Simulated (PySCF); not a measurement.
# Two runs on C3H7ClOSi

System: C3H7ClOSi.
Method of the first run: GIAO PBE0/6-31G NMR shielding, non-relativistic, gas phase (PySCF 2.14.0).

The geometry comes from this level: PBE0-D3(BJ)/def2-SVP. Text and figures count atoms from 1; the logs count them from 0 in places.

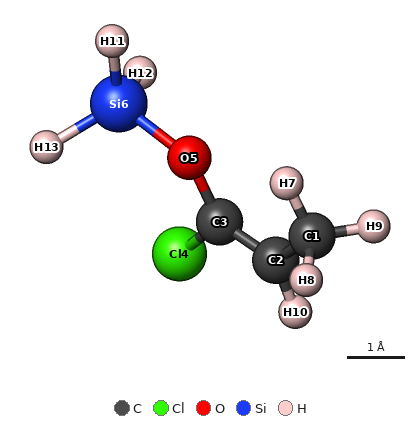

**Figure 1.** The input geometry (ball-and-stick view, seen at a tilt; atoms are numbered from 1 in the order of the input). Bond lengths as drawn: C–C 1.34 to 1.49 Å, C–Cl 1.75 Å, C–H 1.09 to 1.10 Å, C–O 1.33 Å, H–Si 1.49 Å and O–Si 1.69 Å.

The input, the first run:
```
{"job": {"kind": "nmr", "xc": "PBE0", "basis": "6-31G", "pop": true}, "charge": 0, "multiplicity": 1}
C     -2.015337    -0.556746    -0.008766
C     -1.254231    -0.831050    -1.261360
C      0.076215    -0.741225    -1.349950
Cl     0.903822    -1.078753    -2.858263
O      0.878627    -0.399366    -0.339694
Si     2.562194    -0.248071    -0.306146
H     -1.341689    -0.276501     0.811927
H     -2.739937     0.261623    -0.154775
H     -2.593744    -1.441069     0.306868
H     -1.793591    -1.121897    -2.164636
H      2.836056     0.158648     1.096663
H      3.220909    -1.549095    -0.607672
H      3.022991     0.805607    -1.252075
```

The first line tells a small driver script what to run in PySCF; the rest is the geometry in Å.

Command:
```bash
OMP_NUM_THREADS=1 python <driver script> task.json out
```

Hardware: 1 CPU thread, shared host.

Output (the first run):
```
coarse grid: 11936 points
cycle   1  E = -942.7588843938  dE =  7.616e-01  |g| = 6.476e-01  |ddm| = 3.472e+00
cycle   2  E = -942.6485615184  dE =  1.103e-01  |g| = 9.858e-01  |ddm| = 1.683e+00
cycle   3  E = -942.8522373283  dE = -2.037e-01  |g| = 6.183e-02  |ddm| = 9.826e-01
cycle   4  E = -942.8531823781  dE = -9.450e-04  |g| = 2.654e-02  |ddm| = 1.263e-01
cycle   5  E = -942.8533109557  dE = -1.286e-04  |g| = 1.468e-02  |ddm| = 4.124e-02
cycle   6  E = -942.8533657438  dE = -5.479e-05  |g| = 1.768e-03  |ddm| = 1.686e-02
cycle   7  E = -942.8533665158  dE = -7.720e-07  |g| = 6.104e-04  |ddm| = 2.555e-03
final grid: 106112 points
cycle   8  E = -942.7913375950  dE = -6.718e-06  |g| = 6.835e-03  |ddm| = 1.557e-02
cycle   9  E = -942.7913275010  dE =  1.009e-05  |g| = 9.956e-03  |ddm| = 1.556e-02
cycle  10  E = -942.7913476091  dE = -2.011e-05  |g| = 1.338e-03  |ddm| = 9.819e-03
cycle  11  E = -942.7913480464  dE = -4.372e-07  |g| = 2.091e-04  |ddm| = 1.617e-03
cycle  12  E = -942.7913480569  dE = -1.055e-08  |g| = 5.917e-05  |ddm| = 2.741e-04
cycle  13  E = -942.7913480578  dE = -8.442e-10  |g| = 2.169e-05  |ddm| = 9.052e-05
converged SCF energy = -942.7913480578

GIAO shielding tensors (ppm)
atom      isotropic    diamagn.    paramagn.     s11        s22        s33       span
  0 C      185.966     249.614     -63.648    172.399    187.480    198.019     25.619
  1 C       99.416     253.221    -153.806     22.588    119.680    155.979    133.391
  2 C       59.277     257.150    -197.873    -22.407     82.099    118.139    140.546
  3 Cl     728.490    1144.066    -415.576    509.679    623.789   1052.002    542.323
  4 O      232.174     407.261    -175.087    142.935    256.738    296.849    153.914
  5 Si     446.799     879.506    -432.707    405.309    412.105    522.982    117.673
  6 H       30.283      31.082      -0.799     24.613     32.035     34.200      9.587
  7 H       31.078      29.992       1.086     26.784     28.371     38.078     11.295
  8 H       31.076      29.667       1.409     26.784     28.369     38.076     11.292
  9 H       27.966      29.397      -1.431     24.008     28.195     31.695      7.687
 10 H       27.518      29.124      -1.606     23.310     26.108     33.136      9.826
 11 H       27.369      28.005      -0.636     23.332     25.847     32.927      9.596
 12 H       27.367      28.105      -0.737     23.330     25.855     32.917      9.587
```

For the second run the input was changed thus:
```diff
-"basis": "6-31G"
+"basis": "STO-3G"
```

What does this change do to the results?

The total energy of the second run is 6668.7 kcal/mol higher, which measures the change of basis and not a stability. The HOMO goes from −6.31 to −3.90 eV. The LUMO goes from 0.26 to 3.94 eV. The dipole moment goes from 0.99 to 2.00 D. Of all shieldings, the largest change is that of Cl4, by +179.2 ppm. The number of SCF iterations is the same. The basis functions go from 76 to 45.

Output (the second run):
```
coarse grid: 11936 points
cycle   1  E = -932.1160493645  dE =  3.114e-01  |g| = 5.553e-01  |ddm| = 4.521e+00
cycle   2  E = -932.0467954540  dE =  6.925e-02  |g| = 7.973e-01  |ddm| = 1.663e+00
cycle   3  E = -932.2143087303  dE = -1.675e-01  |g| = 9.618e-02  |ddm| = 1.013e+00
cycle   4  E = -932.2164372152  dE = -2.128e-03  |g| = 5.547e-02  |ddm| = 2.088e-01
cycle   5  E = -932.2174414813  dE = -1.004e-03  |g| = 7.571e-03  |ddm| = 8.528e-02
cycle   6  E = -932.2174610376  dE = -1.956e-05  |g| = 1.150e-03  |ddm| = 1.240e-02
cycle   7  E = -932.2174615231  dE = -4.855e-07  |g| = 3.022e-04  |ddm| = 1.995e-03
final grid: 106112 points
cycle   8  E = -932.1640767218  dE = -2.168e-06  |g| = 5.005e-03  |ddm| = 1.417e-02
cycle   9  E = -932.1640707064  dE =  6.015e-06  |g| = 6.615e-03  |ddm| = 1.545e-02
cycle  10  E = -932.1640840289  dE = -1.332e-05  |g| = 1.032e-03  |ddm| = 9.766e-03
cycle  11  E = -932.1640843643  dE = -3.355e-07  |g| = 1.428e-04  |ddm| = 1.460e-03
cycle  12  E = -932.1640843702  dE = -5.903e-09  |g| = 1.597e-05  |ddm| = 1.964e-04
cycle  13  E = -932.1640843703  dE = -1.037e-10  |g| = 2.989e-06  |ddm| = 3.616e-05
converged SCF energy = -932.1640843703

GIAO shielding tensors (ppm)
atom      isotropic    diamagn.    paramagn.     s11        s22        s33       span
  0 C      215.308     245.560     -30.251    204.632    214.323    226.970     22.338
  1 C      149.191     252.152    -102.961     84.359    161.472    201.742    117.383
  2 C      114.634     258.456    -143.822     65.942    128.822    149.137     83.195
  3 Cl     907.647    1127.791    -220.144    820.720    830.589   1071.632    250.911
  4 O      328.908     385.375     -56.468    186.349    379.383    420.991    234.642
  5 Si     558.489     867.204    -308.715    514.300    521.252    639.914    125.614
  6 H       31.082      33.060      -1.978     24.558     31.810     36.879     12.321
  7 H       31.496      30.027       1.469     26.840     27.940     39.709     12.870
  8 H       31.495      29.315       2.180     26.840     27.938     39.708     12.867
  9 H       28.723      30.229      -1.506     23.783     29.439     32.946      9.163
 10 H       29.640      31.086      -1.446     25.419     27.348     36.153     10.734
 11 H       29.653      29.569       0.084     25.553     27.814     35.593     10.040
 12 H       29.652      30.186      -0.534     25.547     27.825     35.583     10.035
```

The two runs side by side:

| quantity | the first run | the second run |
| --- | --- | --- |
| outcome | converged | converged |
| total energy (hartree) | −942.791348 | −932.164084 |
| HOMO (eV) | −6.31 | −3.90 |
| LUMO (eV) | 0.26 | 3.94 |
| dipole moment (D) | 0.99 | 2.00 |
| shielding of C1 (ppm) | 186.0 | 215.3 |
| shielding of C2 (ppm) | 99.4 | 149.2 |
| shielding of C3 (ppm) | 59.3 | 114.6 |
| shielding of Cl4 (ppm) | 728.5 | 907.6 |
| shielding of O5 (ppm) | 232.2 | 328.9 |
| shielding of Si6 (ppm) | 446.8 | 558.5 |
| shielding of H12 (ppm) | 27.4 | 29.7 |
| SCF iterations | 13 | 13 |
| basis functions | 76 | 45 |
| wall time (shared host) | 7.3 s | 3.9 s |
